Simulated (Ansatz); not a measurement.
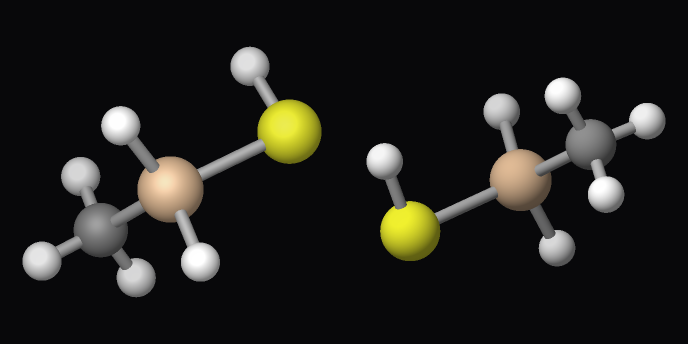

Both panels show the same species. Colours: silicon light orange, hydrogen white, sulfur yellow, carbon grey.

The geometry was computed by an optimisation with PBE0-D4/def2-TZVP.

**Give the formula.**

CH₆SSi, 9 atoms: 1 carbon, 6 hydrogen, 1 sulfur and 1 silicon.

**Which point group does it belong to?**

C1.

**How many bonds of each kind are drawn?**

3 C–H, 2 Si–H, 1 S–H, 1 S–Si, 1 C–Si. Sticks follow a distance rule.

**How many atoms are distinct by symmetry?**

9: 1 Si, 1 H, 1 S, 1 H, 1 H, 1 C, 1 H, 1 H, 1 H.

More results for the same structure follow; atom numbers are the same in all pictures, views and colours differ.

Geometry

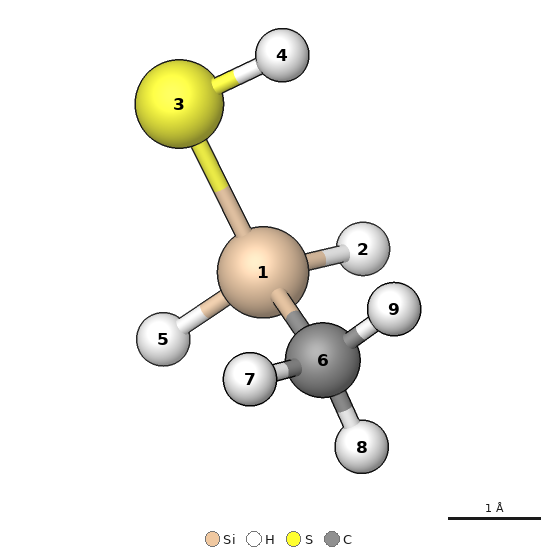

The atoms are numbered.

What are the angles H2–Si1–S3, H2–Si1–C6, S3–Si1–H5, S3–Si1–C6, H5–Si1–C6, Si1–S3–H4, Si1–C6–H7, Si1–C6–H8, Si1–C6–H9?

| angle | degrees |
| --- | --- |
| H2–Si1–S3 | 110.1 |
| H2–Si1–C6 | 109.9 |
| S3–Si1–H5 | 103.6 |
| S3–Si1–C6 | 112.6 |
| H5–Si1–C6 | 111.3 |
| Si1–S3–H4 | 94.8 |
| Si1–C6–H7 | 110.7 |
| Si1–C6–H8 | 110.3 |
| Si1–C6–H9 | 110.8 |

Electronic properties

Properties computed with RKS PBE0-D4/def2-TZVP (Ansatz 0.2.0).

Computed properties:

- dipole moment: 1.73 D
- harmonic zero-point energy: 165.8 kJ/mol
- dispersion correction: −14.0 kJ/mol

Charges

The questions are on Mulliken charges. Level of theory: RKS PBE0-D4/def2-TZVP (Ansatz 0.2.0).

List the Mulliken charges.

| atom | value (e) |
| --- | --- |
| Si1 | 0.25 |
| H2 | −0.02 |
| S3 | −0.33 |
| H4 | 0.16 |
| H5 | −0.02 |
| C6 | −0.48 |
| H7 | 0.15 |
| H8 | 0.14 |
| H9 | 0.14 |

Vibrations

Harmonic vibrations computed with RKS PBE0-D4/def2-TZVP (Ansatz 0.2.0) at a stationary point of the same level.

**List the wavenumbers.**

21 modes: 161, 167, 207, 463, 499, 595, 691, 733, 815, 885, 905, 942, 1276, 1444, 1448, 2216, 2234, 2708, 3050, 3133, 3146 cm⁻¹.

Thermal motion

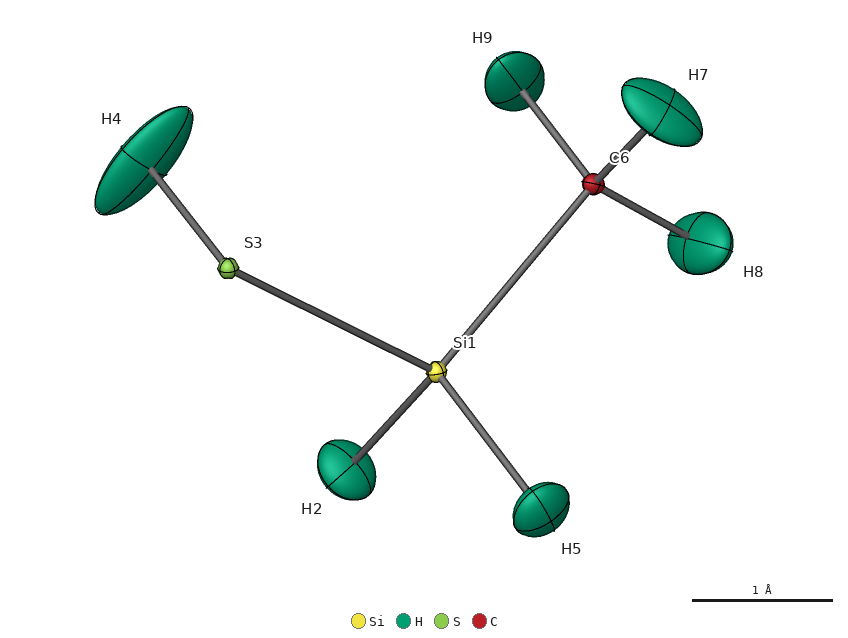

Displacement ellipsoids at the 50 % level, from the internal vibrations of the free molecule (harmonic, no overall translation or rotation; no half-axis is drawn under 0.075 Å). Vibrations computed with RKS PBE0-D4/def2-TZVP (Ansatz 0.2.0). Temperature: 100 K.

**Which atom has the largest mean-square displacement?**

H4, with U_eq = 0.0454 Å².

**Does H4 move more along its bond or across it?**

Across it: the root-mean-square amplitude is 0.078 Å along the bond and up to 0.325 Å across, since bending and torsion are softer than stretching.

List U_eq and the three principal root-mean-square amplitudes for each kind of atom.

| atom | U_eq (Å²) | rms amplitudes (Å) |
| --- | --- | --- |
| Si1 | 0.00069 | 0.019, 0.023, 0.034 |
| H2 | 0.0175 | 0.088, 0.145, 0.154 |
| S3 | 0.00046 | 0.011, 0.018, 0.030 |
| H4 | 0.0454 | 0.078, 0.157, 0.325 |
| H5 | 0.0174 | 0.088, 0.147, 0.151 |
| C6 | 0.0016 | 0.023, 0.033, 0.057 |
| H7 | 0.0248 | 0.075, 0.143, 0.220 |
| H8 | 0.0263 | 0.089, 0.147, 0.222 |
| H9 | 0.0253 | 0.076, 0.144, 0.223 |

Mulliken values depend strongly on the basis set and can even reverse the polarity of a bond.
